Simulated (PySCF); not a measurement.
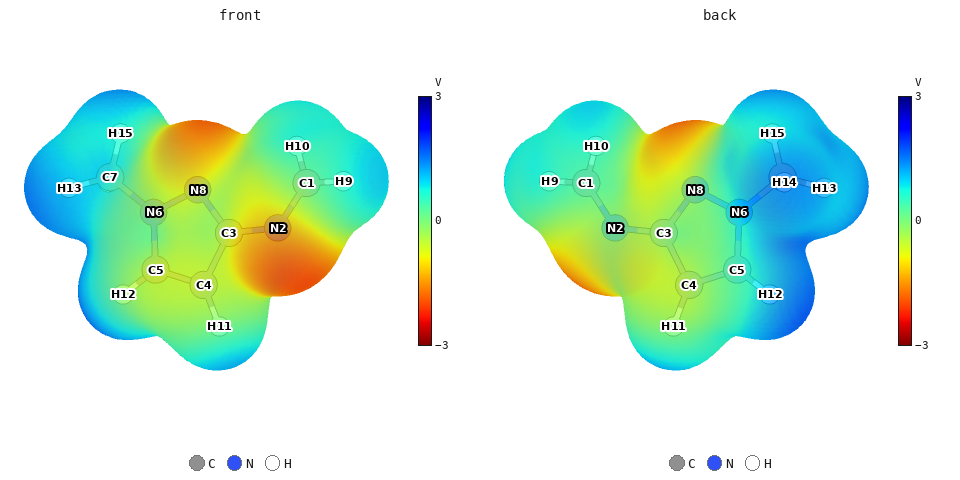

Figure. C₅H₇N₃ (SMILES C=Nc1ccn(C)n1). The electrostatic potential painted on the density surface at 0.004 e/bohr³, seen from the front and from behind; the colour scale runs from red (negative) to blue (positive).

Geometry: GFN2-xTB.

Level of theory: CAM-B3LYP/def2-SVPD, SCF density, gas phase in PySCF 2.14.0.

| atom | x (Å) | y (Å) | z (Å) |
| --- | --- | --- | --- |
| C | 3.0084 | 0.4870 | -0.2620 |
| N | 2.3099 | -0.5316 | -0.0120 |
| C | 0.9435 | -0.5140 | -0.1453 |
| C | 0.1336 | -1.6639 | -0.2722 |
| C | -1.1476 | -1.1762 | -0.3244 |
| N | -1.0667 | 0.1679 | -0.2164 |
| C | -2.1523 | 1.1044 | -0.1818 |
| N | 0.1853 | 0.5833 | -0.1144 |
| H | 4.0743 | 0.4186 | -0.0993 |
| H | 2.6088 | 1.4321 | -0.6331 |
| H | 0.4635 | -2.6794 | -0.3311 |
| H | -2.0922 | -1.6732 | -0.4199 |
| H | -2.8453 | 0.8589 | 0.6252 |
| H | -2.6952 | 1.1007 | -1.1294 |
| H | -1.7325 | 2.0933 | -0.0114 |

> Where is the surface potential most negative and most positive?

The most negative region (about −2.1 V) lies over N2, the most positive (about +1.7 V) over H12. N2 is the likeliest acceptor of a hydrogen bond.

> How polar is the molecule by this calculation?

Its dipole moment is 2.91 D.
